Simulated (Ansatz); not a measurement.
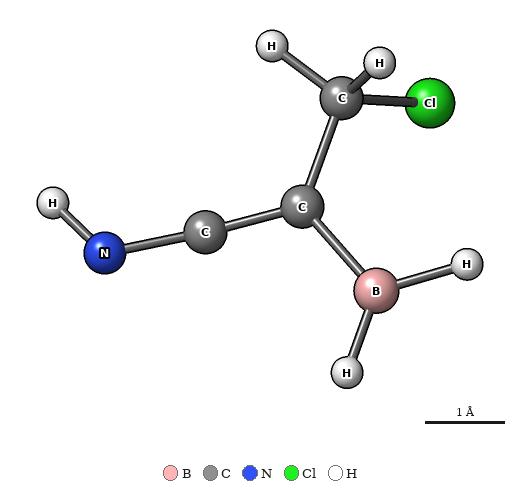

Figure 1. The input geometry (ball-and-stick view, seen at a tilt). Bond lengths as drawn: B–C 1.58 Å, B–H 1.14 to 1.21 Å, C–C 1.29 to 1.50 Å, C–Cl 1.79 Å, C–H 1.07 to 1.14 Å, C–N 1.31 Å and H–N 1.07 Å.

# C₃H₅BClN: geometry relaxation

System: C₃H₅BClN, SMILES BC(=C=N)CCl.
Method: RKS BLYP-D4/6-31G* (Ansatz 0.2.0).

It belongs to a series of runs on one base structure; here: end point A relaxed.

Output
```
The last accepted step is kept in [file] (removed where the run ends without a failure and the disk answers)
Engine: ansatz 0.2.0, x86_64-unknown-linux-gnu
Functional definition: BLYP
  parameter beta = 0.0042
  parameter a = 0.04918
  parameter b = 0.132
  parameter c = 0.2533
  parameter d = 0.349
  exchange = b88_x(beta = beta)
  correlation = lyp_c(a = a, b = b, c = c, d = d)
1257 factors; their error is unknown
mean field evaluation 1: about -17867.3154 eV, gradient 6.1e1 eV
mean field evaluation 2: about -17839.1322 eV, gradient 1.2e2 eV
mean field evaluation 4: about -17875.3023 eV, gradient 1.5e1 eV
mean field evaluation 8: about -17875.8737 eV, gradient 1.9e-1 eV
mean field evaluation 16: about -17875.7974 eV, gradient 3.2e-3 eV
mean field -17875.79735235 eV, -656.9234360482 hartree, gradient 1.4e-5 eV, S^2 0.000000; 0 other end points of the search recorded, 0 dependent functions left out
the calculation of the forces begins
reference -17875.79769244 eV, -656.9234485465 hartree; 26, 26 occupied and 78, 78 virtual orbitals, 1257 factors
relax step   1: F+E_penalty+E_count = -17876.34923473 eV  Δ(F+E_penalty+E_count) = +0.000e0 eV  max|allowed force component| = 8.000e0 eV/Å  Δτ_max = 0.0000 Å  (31 SCF iters, accepted)
these checks for a lower state are left out or cut short: starts, cluster_reference, orbital_swaps, neighbouring_geometries, increment
1257 factors; their error is unknown
mean field -17876.47817557 eV, -656.9484558400 hartree, gradient 2.3e-5 eV, S^2 0.000000; 0 other end points of the search recorded, 0 dependent functions left out
[... from here on the field's lines of each further geometry are left out, up to the last ...]
relax step   2: F+E_penalty+E_count = -17877.02734184 eV  Δ(F+E_penalty+E_count) = -6.781e-1 eV  max|allowed force component| = 2.247e0 eV/Å  Δτ_max = 0.1995 Å  (37 SCF iters, accepted)
relax step   3: F+E_penalty+E_count = -17877.35569015 eV  Δ(F+E_penalty+E_count) = -3.283e-1 eV  max|allowed force component| = 1.496e0 eV/Å  Δτ_max = 0.1947 Å  (36 SCF iters, accepted)
relax step   4: F+E_penalty+E_count = -17877.42286084 eV  Δ(F+E_penalty+E_count) = -6.717e-2 eV  max|allowed force component| = 1.712e0 eV/Å  Δτ_max = 0.1950 Å  (32 SCF iters, accepted)
relax step   5: F+E_penalty+E_count = -17877.55817710 eV  Δ(F+E_penalty+E_count) = -1.353e-1 eV  max|allowed force component| = 4.462e-1 eV/Å  Δτ_max = 0.2000 Å  (37 SCF iters, accepted)
relax step   6: F+E_penalty+E_count = -17877.59400232 eV  Δ(F+E_penalty+E_count) = -3.583e-2 eV  max|allowed force component| = 3.478e-1 eV/Å  Δτ_max = 0.1133 Å  (31 SCF iters, accepted)
relax step   7: F+E_penalty+E_count = -17877.62313729 eV  Δ(F+E_penalty+E_count) = -2.913e-2 eV  max|allowed force component| = 1.788e-1 eV/Å  Δτ_max = 0.1147 Å  (31 SCF iters, accepted)
relax step   8: F+E_penalty+E_count = -17877.63101888 eV  Δ(F+E_penalty+E_count) = -7.882e-3 eV  max|allowed force component| = 1.776e-1 eV/Å  Δτ_max = 0.0896 Å  (31 SCF iters, accepted)
relax step   9: F+E_penalty+E_count = -17877.63518209 eV  Δ(F+E_penalty+E_count) = -4.163e-3 eV  max|allowed force component| = 1.424e-1 eV/Å  Δτ_max = 0.0555 Å  (31 SCF iters, accepted)
relax step  10: F+E_penalty+E_count = -17877.63998286 eV  Δ(F+E_penalty+E_count) = -4.801e-3 eV  max|allowed force component| = 2.661e-1 eV/Å  Δτ_max = 0.1808 Å  (32 SCF iters, accepted)
relax step  11: F+E_penalty+E_count = -17877.64522803 eV  Δ(F+E_penalty+E_count) = -5.245e-3 eV  max|allowed force component| = 1.765e-1 eV/Å  Δτ_max = 0.0574 Å  (31 SCF iters, accepted)
relax step  12: F+E_penalty+E_count = -17877.64668844 eV  Δ(F+E_penalty+E_count) = -1.460e-3 eV  max|allowed force component| = 4.370e-2 eV/Å  Δτ_max = 0.0428 Å  (31 SCF iters, accepted)
relax step  13: F+E_penalty+E_count = -17877.64345699 eV  Δ(F+E_penalty+E_count) = +3.231e-3 eV  max|allowed force component| = 1.968e-1 eV/Å  Δτ_max = 0.1036 Å  (31 SCF iters, rejected (line search))
relax step  14: F+E_penalty+E_count = -17877.64753390 eV  Δ(F+E_penalty+E_count) = -8.455e-4 eV  max|allowed force component| = 3.437e-2 eV/Å  Δτ_max = 0.0505 Å  (31 SCF iters, accepted)
relax step  15: F+E_penalty+E_count = -17877.64784016 eV  Δ(F+E_penalty+E_count) = -3.063e-4 eV  max|allowed force component| = 4.540e-2 eV/Å  Δτ_max = 0.0456 Å  (31 SCF iters, accepted)
relax step  16: F+E_penalty+E_count = -17877.64800240 eV  Δ(F+E_penalty+E_count) = -1.622e-4 eV  max|allowed force component| = 3.528e-2 eV/Å  Δτ_max = 0.0208 Å  (33 SCF iters, accepted)
relax step  17: F+E_penalty+E_count = -17877.64807058 eV  Δ(F+E_penalty+E_count) = -6.818e-5 eV  max|allowed force component| = 1.694e-2 eV/Å  Δτ_max = 0.0095 Å  (34 SCF iters, accepted)
relax step  18: F+E_penalty+E_count = -17877.64308747 eV  Δ(F+E_penalty+E_count) = +4.983e-3 eV  max|allowed force component| = 5.264e-1 eV/Å  Δτ_max = 0.0240 Å  (31 SCF iters, rejected (line search))
the calculation of the forces begins
reference -17877.10191748 eV, -656.9713779326 hartree; 26, 26 occupied and 78, 78 virtual orbitals, 1257 factors
relax step  19: F+E_penalty+E_count = -17877.64811136 eV  Δ(F+E_penalty+E_count) = -4.078e-5 eV  max|allowed force component| = 8.939e-3 eV/Å  Δτ_max = 0.0057 Å  (33 SCF iters, accepted)
1257 factors; their error is unknown
mean field evaluation 160: about -17875.7204 eV, gradient 2.4e1 eV
```

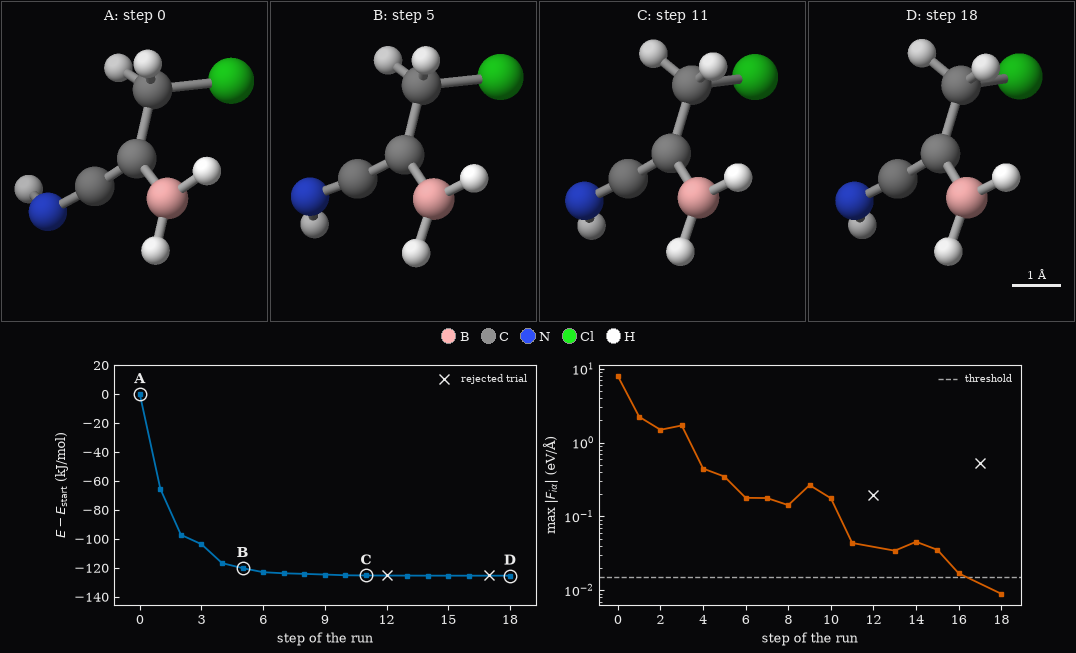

Figure 2. Frames of the relaxation (ball-and-stick view, seen at a tilt) above the curves, on which the letters mark them (the first geometry is step 0 here and step 1 in the log).

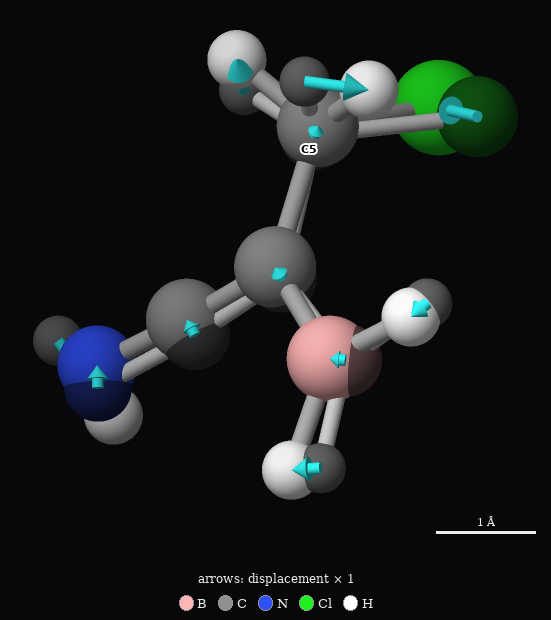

Figure 3. Start (faint) and end (solid) with the displacements as teal arrows, at true length (ball-and-stick view, seen at a tilt). The two geometries are laid on each other by the best rigid fit. The energy falls by 125.3 kJ/mol in 18 geometry steps. Largest force component: 8 eV/Å at the start, 0.0089 eV/Å at the end. The line search rejected the trial steps at points 12, 17 (counted from 0) and went back. The largest move after the best rigid fit is that of H9, 0.94 Å. Largest moves by element: H 0.94 Å, Cl 0.78 Å, N 0.23 Å, C 0.18 Å, B 0.16 Å. Among the contacts that change: C3–N4 1.307 → 1.221 Å, C5–Cl6 1.787 → 1.870 Å, B1–H7 1.136 → 1.201 Å, C2–C3 1.287 → 1.348 Å. Among the angles that change: Cl6–C5–H11 110.2° → 105.2°, C2–C5–H10 109.6° → 113.7°, B1–C2–C5 121.3° → 124.4°. (Atoms are counted from 1 in the order of the input.)

```
mean field -17877.10158114 eV, -656.9713655722 hartree, gradient 2.5e-5 eV, S^2 0.000000; 1 other end points of the search recorded, 0 dependent functions left out
the calculation of the forces begins
reference -17877.10191748 eV, -656.9713779326 hartree; 26, 26 occupied and 78, 78 virtual orbitals, 1257 factors
Total energy: -17877.64844771 eV, -656.9914625479 hartree
Atom 0 at    -0.137631    -1.476375    -0.808424 Å, force     0.002080    -0.003515    -0.001084 eV/Å
Atom 1 at     0.117490    -0.143691    -0.112554 Å, force    -0.003018    -0.000672    -0.006487 eV/Å
Atom 2 at     0.348838    -0.192516     1.214758 Å, force     0.002047    -0.000966     0.008938 eV/Å
Atom 3 at     0.695712    -0.273083     2.382636 Å, force    -0.000737     0.001069    -0.008338 eV/Å
Atom 4 at     0.066643     1.201957    -0.798026 Å, force     0.001445    -0.001053    -0.000616 eV/Å
Atom 5 at    -1.547880     2.095995    -0.494070 Å, force     0.000592    -0.000046     0.000232 eV/Å
Atom 6 at    -0.085958    -2.507123    -0.194805 Å, force    -0.000062     0.002794    -0.000404 eV/Å
Atom 7 at    -0.377865    -1.478408    -1.987012 Å, force    -0.000432     0.000958     0.001729 eV/Å
Atom 8 at     0.020736    -0.265082     3.156478 Å, force    -0.001371    -0.000254     0.006035 eV/Å
Atom 9 at     0.838635     1.901786    -0.453074 Å, force     0.000437     0.000930     0.000459 eV/Å
Atom 10 at     0.126479     1.079540    -1.885407 Å, force    -0.000979     0.000755    -0.000465 eV/Å
Dipole moment:     0.195653    -0.035959     0.369863 e Å
```

Trajectory as extended XYZ (Å, eV, eV/Å), 9 of the 19 frames kept, from step=1 to step=19
```
11
Properties=species:S:1:pos:R:3:forces:R:3 step=1 energy=-17876.34924
B    -0.2740   -1.4961   -0.9016   -0.2623   2.5677  -0.1110
C    -0.0082   -0.1921   -0.0426   -0.8053  -2.0185  -3.5087
C     0.2603   -0.3479    1.2064    2.5023   0.0606   8.0000
N     0.6564   -0.4930    2.4433   -1.1273   1.6581  -4.2227
C     0.0261    1.1705   -0.6788    0.8807   0.9191   2.0659
Cl   -1.6201    1.6915   -1.1383   -0.8212   0.4689  -0.4212
H    -0.2954   -2.5287   -0.4278    0.0630  -1.5268   0.7202
H    -0.5289   -1.3140   -2.0698    0.2204  -0.0541   0.1262
H     0.7544    0.3468    3.0937   -0.5443  -1.4982  -0.8240
H     0.4261    1.9351    0.0733   -0.4052  -0.6498  -0.9513
H     0.6685    1.1709   -1.5373    0.2992   0.0729  -0.8734
11
Properties=species:S:1:pos:R:3:forces:R:3 step=3 energy=-17877.35569
B    -0.3254   -1.4657   -0.8548   -0.1745   0.1667   0.0718
C    -0.0451   -0.2027   -0.0343    0.3491  -0.2130  -0.0351
C     0.3883   -0.2901    1.2395   -0.1263  -0.0906  -0.4107
N     0.9256   -0.3937    2.3378   -0.6751   1.4957   1.3354
C     0.0432    1.1771   -0.6765    0.3429  -0.0781   0.2199
Cl   -1.6245    1.7577   -1.1474   -0.3399   0.2108  -0.1192
H    -0.3107   -2.5595   -0.3639   -0.0381   0.0175   0.0492
H    -0.5109   -1.3173   -2.0379    0.0494  -0.0812   0.0960
H     0.4355    0.1345    3.1512    0.6621  -1.3733  -1.0846
H     0.4516    1.9376    0.0055    0.0101  -0.0169  -0.0671
H     0.6376    1.1652   -1.5988   -0.0596  -0.0375  -0.0557
11
Properties=species:S:1:pos:R:3:forces:R:3 step=5 energy=-17877.55818
B    -0.2726   -1.4865   -0.7709   -0.0950   0.4444  -0.4461
C     0.0666   -0.1485   -0.1064   -0.3458  -0.3973  -0.0793
C     0.4172   -0.2623    1.1800    0.0194   0.4105   0.3024
N     0.8887   -0.3432    2.3044    0.0623   0.0543   0.2190
C     0.0488    1.2333   -0.7234    0.2413  -0.0611  -0.2153
Cl   -1.6344    1.9223   -1.1298   -0.0451  -0.2134   0.1694
H    -0.2370   -2.5187   -0.1632    0.0160   0.0072   0.0251
H    -0.5640   -1.4424   -1.9408    0.0033  -0.1948   0.0665
H     0.2916   -0.2085    3.1305    0.0131  -0.1801   0.0243
H     0.5047    1.9809   -0.0643    0.0713   0.0624  -0.0631
H     0.5556    1.2166   -1.6955    0.0591   0.0680  -0.0027
11
Properties=species:S:1:pos:R:3:forces:R:3 step=8 energy=-17877.63102
B    -0.2354   -1.4540   -0.7951    0.0184  -0.0390   0.0442
C     0.1085   -0.1389   -0.0989   -0.0807   0.1467  -0.0877
C     0.3929   -0.1954    1.2150    0.0673  -0.1776   0.0875
N     0.8172   -0.3189    2.3556    0.0597   0.0866  -0.1249
C     0.0780    1.2206   -0.7648    0.1532  -0.0208  -0.1147
Cl   -1.6546    1.9018   -0.8907    0.0196   0.0052   0.0130
H    -0.2151   -2.4867   -0.1805   -0.0042   0.0215  -0.0240
H    -0.5120   -1.4456   -1.9650    0.0155   0.0174   0.0068
H     0.1967   -0.2796    3.1688   -0.0995  -0.0152   0.1261
H     0.6513    1.9852   -0.2198   -0.0492  -0.0436  -0.0607
H     0.4378    1.1546   -1.8040   -0.1001   0.0189   0.1345
11
Properties=species:S:1:pos:R:3:forces:R:3 step=10 energy=-17877.63998
B    -0.1921   -1.4638   -0.7996    0.0918  -0.0013  -0.0251
C     0.1070   -0.1373   -0.1049   -0.0438   0.0015   0.0543
C     0.3614   -0.1965    1.2193    0.0838  -0.0242   0.0269
N     0.7589   -0.3021    2.3713   -0.0957   0.0340  -0.0743
C     0.0771    1.2096   -0.7854    0.0472   0.1561  -0.1264
Cl   -1.6276    2.0108   -0.6835    0.1933  -0.0684  -0.0141
H    -0.1647   -2.4951   -0.1857   -0.0255   0.0047   0.0098
H    -0.4135   -1.4649   -1.9820   -0.0295   0.0146   0.0185
H     0.1177   -0.2767    3.1747    0.0176  -0.0055  -0.0322
H     0.7623    1.9513   -0.3374   -0.1592  -0.1444  -0.1034
H     0.2787    1.1075   -1.8665   -0.0800   0.0331   0.2661
11
Properties=species:S:1:pos:R:3:forces:R:3 step=12 energy=-17877.64669
B    -0.1620   -1.4669   -0.8005   -0.0049   0.0076   0.0106
C     0.1192   -0.1374   -0.1061   -0.0156   0.0219  -0.0437
C     0.3627   -0.1897    1.2183    0.0009  -0.0265  -0.0151
N     0.7284   -0.2850    2.3795    0.0114  -0.0078   0.0126
C     0.0719    1.2081   -0.7940    0.0357  -0.0221   0.0036
Cl   -1.5890    2.0446   -0.6050   -0.0018   0.0048   0.0052
H    -0.1224   -2.4989   -0.1880    0.0069   0.0042  -0.0025
H    -0.4164   -1.4628   -1.9760    0.0082  -0.0025   0.0007
H     0.0656   -0.2897    3.1633   -0.0113   0.0193   0.0178
H     0.7962    1.9312   -0.3955   -0.0175  -0.0108  -0.0168
H     0.2111    1.0895   -1.8755   -0.0120   0.0119   0.0277
11
Properties=species:S:1:pos:R:3:forces:R:3 step=15 energy=-17877.64784
B    -0.1433   -1.4748   -0.8080   -0.0226   0.0042  -0.0011
C     0.1174   -0.1431   -0.1116    0.0132  -0.0133  -0.0040
C     0.3539   -0.1932    1.2147    0.0002  -0.0085   0.0454
N     0.7052   -0.2774    2.3814   -0.0429   0.0135   0.0103
C     0.0693    1.2022   -0.7960   -0.0015   0.0266  -0.0131
Cl   -1.5619    2.0802   -0.5202    0.0280  -0.0086  -0.0072
H    -0.0987   -2.5061   -0.1949    0.0083   0.0019  -0.0019
H    -0.3868   -1.4733   -1.9860    0.0077  -0.0042   0.0017
H     0.0319   -0.2631    3.1588    0.0374  -0.0065  -0.0446
H     0.8282    1.9092   -0.4345   -0.0211  -0.0149  -0.0131
H     0.1500    1.0823   -1.8832   -0.0068   0.0098   0.0276
11
Properties=species:S:1:pos:R:3:forces:R:3 step=17 energy=-17877.64807
B    -0.1384   -1.4763   -0.8083    0.0034   0.0022  -0.0004
C     0.1189   -0.1439   -0.1123    0.0035  -0.0006  -0.0094
C     0.3518   -0.1926    1.2147   -0.0135  -0.0001   0.0123
N     0.6962   -0.2727    2.3833   -0.0106   0.0000   0.0100
C     0.0675    1.2017   -0.7980    0.0038   0.0033   0.0013
Cl   -1.5490    2.0934   -0.4964    0.0017  -0.0006   0.0004
H    -0.0843   -2.5075   -0.1959   -0.0012   0.0007   0.0005
H    -0.3831   -1.4764   -1.9858    0.0003  -0.0020   0.0001
H     0.0188   -0.2648    3.1560    0.0169   0.0001  -0.0159
H     0.8380    1.9027   -0.4514   -0.0045  -0.0047  -0.0046
H     0.1288    1.0795   -1.8855    0.0002   0.0016   0.0055
11
Properties=species:S:1:pos:R:3:forces:R:3 step=19 energy=-17877.64811
B    -0.1376   -1.4764   -0.8084    0.0021  -0.0035  -0.0011
C     0.1175   -0.1437   -0.1126   -0.0030  -0.0007  -0.0065
C     0.3488   -0.1925    1.2148    0.0020  -0.0010   0.0089
N     0.6957   -0.2731    2.3826   -0.0007   0.0011  -0.0083
C     0.0666    1.2020   -0.7980    0.0014  -0.0011  -0.0006
Cl   -1.5479    2.0960   -0.4941    0.0006   0.0000   0.0002
H    -0.0860   -2.5071   -0.1948   -0.0001   0.0028  -0.0004
H    -0.3779   -1.4784   -1.9870   -0.0004   0.0010   0.0017
H     0.0207   -0.2651    3.1565   -0.0014  -0.0003   0.0060
H     0.8386    1.9018   -0.4531    0.0004   0.0009   0.0005
H     0.1265    1.0795   -1.8854   -0.0010   0.0008  -0.0005
```

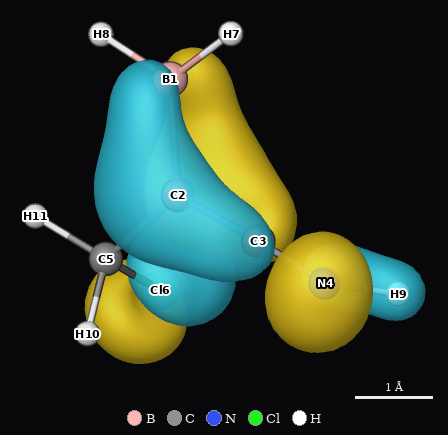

Figure 4. One frontier orbital at ±0.15 Å⁻³ᐟ² (yellow and cyan are the two phases), seen at a tilt. The HOMO, at −6.12 eV. It lies mainly on C2 (30 %), Cl6 (20 %), N4 (20 %), C3 (10 %) and B1 (10 %).

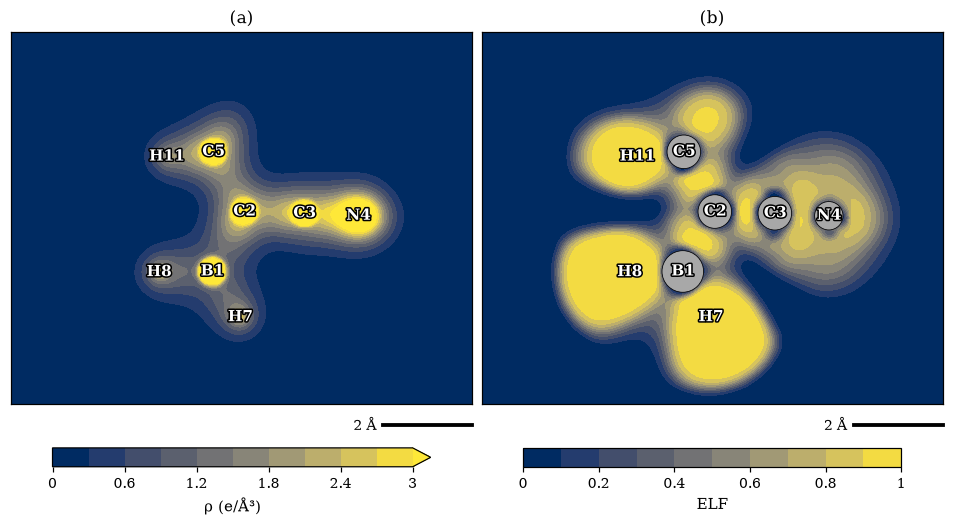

Figure 5. (a) total electron density; (b) electron localisation function on the plane of atoms B1, C2 and C3. Grey discs, where drawn, cover atomic cores. The plane passes through B, C, N and H nuclei. C–N (1.22 Å): ρ at the midpoint is about 3 e/Å³; the ELF peaks at about 0.90 between the atoms (a multiple bond by its length, whose ELF region spreads away from the axis). C–C (1.35 Å): ρ at the midpoint is about 2.2 e/Å³; the ELF peaks at about 0.95 between the atoms; a double or triple bond. C–C (1.51 Å): ρ at the midpoint is about 1.7 e/Å³; the ELF peaks at about 0.95 between the atoms, which marks a covalent bond.

This output came from the following input.

Input file
```yaml
crystal:
  periodic: [false, false, false]
  atoms:
    - { symbol: B, position_ang: [-0.274, -1.4961, -0.9016] }
    - { symbol: C, position_ang: [-0.0082, -0.1921, -0.0426] }
    - { symbol: C, position_ang: [0.2603, -0.3479, 1.2064] }
    - { symbol: "N", position_ang: [0.6564, -0.493, 2.4433] }
    - { symbol: C, position_ang: [0.0261, 1.1705, -0.6788] }
    - { symbol: Cl, position_ang: [-1.6201, 1.6915, -1.1383] }
    - { symbol: H, position_ang: [-0.2954, -2.5287, -0.4278] }
    - { symbol: H, position_ang: [-0.5289, -1.314, -2.0698] }
    - { symbol: H, position_ang: [0.7544, 0.3468, 3.0937] }
    - { symbol: H, position_ang: [0.4261, 1.9351, 0.0733] }
    - { symbol: H, position_ang: [0.6685, 1.1709, -1.5373] }
basis:
  gaussian: { orbitals: "6-31G*" }
hamiltonian:
  xc: blyp
  dispersion: d4
relax:
  f_tol: 0.015
  max_steps: 40
output:
  orbitals: {}
```

Launched with:
```bash
ansatz run input.yaml --threads 2 --pin off --max-ram 3072MiB --backend cpu --events-out ev --progress --plain --runs-dir out
```

Summary

- outcome: converged
- total energy: −17877.6484 eV
- mean-field energy: −17877.1019 eV
- largest force (length of the vector) at the end: 0.009 eV/Å
- hardware: 2 threads of AMD EPYC (Zen 5), 16 GiB of memory available, shared host
- wall time: 15 s (CPU time 28 s)
- peak memory: 0.16 GiB
